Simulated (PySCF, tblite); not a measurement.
# C₁₄H₁₀S₂: electronic excitations, NMR shifts, part 2 of 2

tblite 0.8.0 and PySCF 2.14.0. Atoms count from 0.

### Step 5. NMR shifts: GIAO B97-D/pcSseg-1

Job settings and geometry (Å):

```
{"job": {"kind": "nmr", "basis": "pcSseg-1", "pop": false, "xc": "B97-D"}, "charge": 0, "multiplicity": 1}
C     -5.187237     0.401955    -0.390629
C     -4.048888    -0.192095    -0.729377
C     -2.784398    -0.123271    -0.009388
C     -2.610480     0.596890     1.175688
C     -1.384578     0.631065     1.804011
C     -0.299962    -0.069301     1.287278
C     -0.457166    -0.793196     0.112924
C     -1.684563    -0.804492    -0.528773
S      0.842856    -1.766335    -0.600827
C      2.270371    -0.771445    -0.263723
C      3.284151    -0.767325    -1.213759
C      4.453301    -0.066893    -0.985484
C      4.608338     0.656863     0.186450
C      3.592955     0.676030     1.123674
C      2.425662    -0.046233     0.909967
S      1.213050    -0.030098     2.203617
H     -5.286537     1.014110     0.489271
H     -6.073681     0.294931    -0.992091
H     -4.018413    -0.794547    -1.629107
H     -3.436710     1.135608     1.611314
H     -1.250582     1.189384     2.718260
H     -1.782312    -1.375336    -1.440807
H      3.146992    -1.337142    -2.120120
H      5.241003    -0.086549    -1.722971
H      5.517886     1.207529     0.371570
H      3.696316     1.233460     2.042111
```

Level: GIAO B97-D/pcSseg-1 NMR shielding, non-relativistic, gas phase.

Standard output:

```text
start: PBE on a coarse grid of 23575 points
cycle   1  E = -1334.4879675698  dE =  2.615e+00  |g| = 6.995e-01  |ddm| = 5.926e+00
cycle   2  E = -1334.2719215486  dE =  2.160e-01  |g| = 1.113e+00  |ddm| = 2.050e+00
cycle   3  E = -1334.5878015571  dE = -3.159e-01  |g| = 3.301e-01  |ddm| = 1.703e+00
cycle   4  E = -1334.6213737009  dE = -3.357e-02  |g| = 9.288e-02  |ddm| = 6.023e-01
cycle   5  E = -1334.6233233874  dE = -1.950e-03  |g| = 3.894e-02  |ddm| = 1.913e-01
cycle   6  E = -1334.6236847380  dE = -3.614e-04  |g| = 7.640e-03  |ddm| = 5.438e-02
final grid: 213992 points
cycle   7  E = -1335.3544936116  dE = -2.811e-03  |g| = 1.028e-01  |ddm| = 3.128e-01
cycle   8  E = -1335.3520010607  dE =  2.493e-03  |g| = 1.252e-01  |ddm| = 2.656e-01
cycle   9  E = -1335.3552505958  dE = -3.250e-03  |g| = 4.136e-02  |ddm| = 2.245e-01
cycle  10  E = -1335.3557250789  dE = -4.745e-04  |g| = 1.225e-02  |ddm| = 6.595e-02
cycle  11  E = -1335.3557680558  dE = -4.298e-05  |g| = 1.797e-03  |ddm| = 1.677e-02
cycle  12  E = -1335.3557705849  dE = -2.529e-06  |g| = 5.230e-04  |ddm| = 3.739e-03
cycle  13  E = -1335.3557712721  dE = -6.872e-07  |g| = 3.116e-04  |ddm| = 1.008e-03
cycle  14  E = -1335.3557700466  dE =  1.226e-06  |g| = 8.878e-05  |ddm| = 3.884e-04
converged SCF energy = -1335.3557700466

GIAO shielding tensors (ppm)
atom      isotropic    diamagn.    paramagn.     s11        s22        s33       span
  0 C       69.292     250.745    -181.452    -32.366     73.879    166.364    198.730
  1 C       43.868     244.259    -200.391    -61.061     56.131    136.534    197.596
  2 C       46.596     260.427    -213.831    -37.597     11.421    165.965    203.562
  3 C       62.228     252.580    -190.353    -34.856     48.073    173.466    208.323
  4 C       55.059     252.113    -197.054    -39.673     50.788    154.063    193.736
  5 C       45.511     261.161    -215.650    -35.848     37.063    135.318    171.166
  6 C       44.583     260.839    -216.256    -39.462     38.447    134.764    174.227
  7 C       53.248     252.398    -199.150    -30.334     51.101    138.977    169.311
  8 S      363.046    1060.585    -697.539    170.388    397.596    521.154    350.766
  9 C       44.899     260.433    -215.533    -39.465     37.168    136.995    176.460
 10 C       54.944     248.116    -193.171    -40.556     50.019    155.370    195.926
 11 C       55.854     252.328    -196.475    -46.641     44.926    169.276    215.917
 12 C       55.936     252.356    -196.421    -46.434     44.985    169.256    215.690
 13 C       55.000     247.259    -192.259    -40.479     50.068    155.411    195.890
 14 C       44.870     259.770    -214.900    -39.546     37.725    136.431    175.977
 15 S      361.298    1059.799    -698.501    167.789    398.709    517.396    349.606
 16 H       25.805      32.521      -6.716     23.493     23.815     30.107      6.614
 17 H       26.443      24.209       2.234     24.449     25.045     29.835      5.386
 18 H       25.284      30.732      -5.447     22.531     23.616     29.707      7.176
 19 H       24.273      34.491     -10.218     19.914     24.414     28.491      8.577
 20 H       24.584      32.894      -8.311     19.823     24.078     29.850     10.027
 21 H       24.822      36.408     -11.585     20.027     23.444     30.995     10.968
 22 H       24.529      32.778      -8.249     19.870     23.787     29.932     10.062
 23 H       24.682      27.636      -2.954     21.377     25.567     27.103      5.726
 24 H       24.684      27.135      -2.451     21.379     25.593     27.081      5.702
 25 H       24.536      31.997      -7.461     19.881     23.794     29.932     10.051
```

It took 44 s on 1 thread of Arm Neoverse N1, shared host; peak memory 0.58 GiB.

Shifts follow as δ = σ(reference) − σ, with reference shieldings (ppm) from runs at the same level and on the same kind of geometry: ¹H TMS 31.85, ¹³C TMS 181.8. The references are single molecules in the gas phase.

```
atoms                         environment  σ (ppm)  δ (ppm)
   C1                           alkene CH     43.9    137.9
   C6      aromatic carbon bearing sulfur     44.6    137.2
  C14      aromatic carbon bearing sulfur     44.9    136.9
   C9      aromatic carbon bearing sulfur     44.9    136.9
   C5      aromatic carbon bearing sulfur     45.5    136.3
   C2         substituted aromatic carbon     46.6    135.2
   C7                         aromatic CH     53.2    128.5
  C10                         aromatic CH     54.9    126.8
  C13                         aromatic CH     55.0    126.8
   C4                         aromatic CH     55.1    126.7
  C11                         aromatic CH     55.9    125.9
  C12                         aromatic CH     55.9    125.8
   C3                         aromatic CH     62.2    119.5
   C0                terminal =CH2 carbon     69.3    112.5
  H19          hydrogen on an aromatic CH    24.27     7.58
  H22          hydrogen on an aromatic CH    24.53     7.32
  H25          hydrogen on an aromatic CH    24.54     7.31
  H20          hydrogen on an aromatic CH    24.58     7.27
  H23          hydrogen on an aromatic CH    24.68     7.17
  H24          hydrogen on an aromatic CH    24.68     7.16
  H21          hydrogen on an aromatic CH    24.82     7.03
  H18            hydrogen on an alkene CH    25.28     6.56
  H16  hydrogen on a terminal =CH2 carbon    25.81     6.04
  H17  hydrogen on a terminal =CH2 carbon    26.44     5.41
  S15                      sulfide sulfur      361        –
   S8                      sulfide sulfur      363        –
```

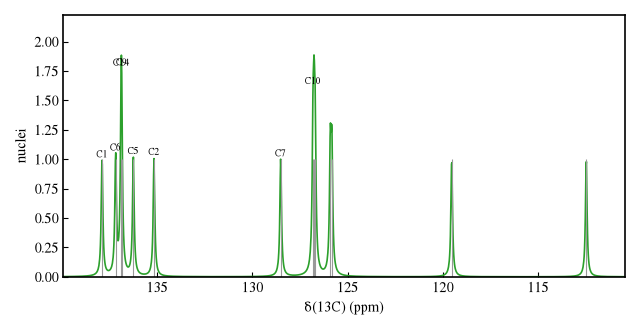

¹³C lines at the computed shifts, without couplings. Lines are broadened to a width of 0.10 ppm (Lorentzian).

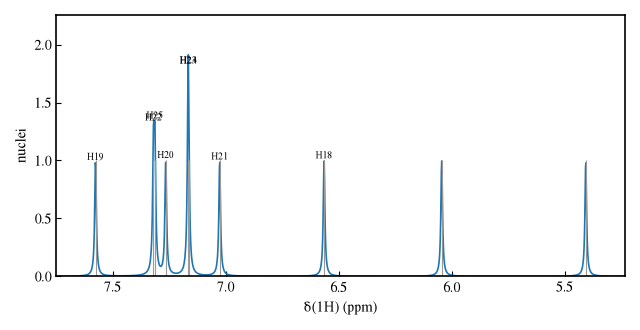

¹H lines at the computed shifts, without couplings. Lines are broadened to a width of 0.01 ppm (Lorentzian).

Ring of atoms C2, C3, C4, C5, C6, C7: NICS(0) -6.2, NICS(1) -8.9, NICS(1)zz -20.0 ppm (means of both faces).

Ring of atoms C5, C6, S8, C9, C14, S15: NICS(0) -1.6, NICS(1) -2.3, NICS(1)zz 4.6 ppm (means of both faces).

Ring of atoms C9, C10, C11, C12, C13, C14: NICS(0) -7.2, NICS(1) -9.6, NICS(1)zz -23.0 ppm (means of both faces).

### Step 6. Outcome

This closing draws on all 2 parts.

| quantity | value |
| --- | --- |
| strongest single infrared mode (GFN2-xTB) | 1125 cm⁻¹, 59 km/mol |
| zero-point energy (GFN2-xTB) | 118.5 kcal/mol |
| lowest singlet (BHandHLYP/6-31G*) | 4.34 eV (285 nm), f = 0.081 |
| brightest single state of those computed | state 4, 5.22 eV, f = 0.472 |
| lowest triplet | 3.03 eV |
| vertical ionisation energy (ΔSCF) | 7.23 eV |
| surface potential, 1st and 99th percentile | -0.95 V and 1.03 V |
| ¹³C shifts against TMS (B97-D/pcSseg-1) | 137.9, 137.2, 136.9, 136.9, 136.3, 135.2, 128.5, 126.8, 126.8, 126.7, 125.9, 125.8, 119.5, 112.5 ppm |
| ¹H shifts against TMS (B97-D/pcSseg-1) | 7.58, 7.32, 7.31, 7.27, 7.17, 7.16, 7.03, 6.56, 6.04, 5.41 ppm |
| shieldings of S (B97-D/pcSseg-1) | S15 361.3, S8 363.0 ppm |

All 72 modes are real, so the xTB geometry is a minimum. The strongest single mode, at 1125 cm⁻¹, has its largest shares on C14, C9, C5 and H21 (the list is cut at 4 atoms). Unscaled tight-binding wavenumbers are off by several per cent, some by more. Its intensities can rank the bands wrongly. The lowest singlet, at 4.34 eV, is HOMO→LUMO 0.82 and is bright; of the 8 states computed, the strongest absorption comes from state 4 at 5.22 eV. The lowest triplet lies 1.32 eV below the lowest singlet (triplets in Tamm-Dancoff, singlets in full TDDFT). The orbital energy would give 6.50 eV for ionisation, ΔSCF gives 7.23 eV. NICS(1)zz of -20 ppm above the planar ring from C2 marks a diatropic (aromatic) ring current. NICS(1)zz of -23 ppm above the planar ring from C9 marks a diatropic (aromatic) ring current.
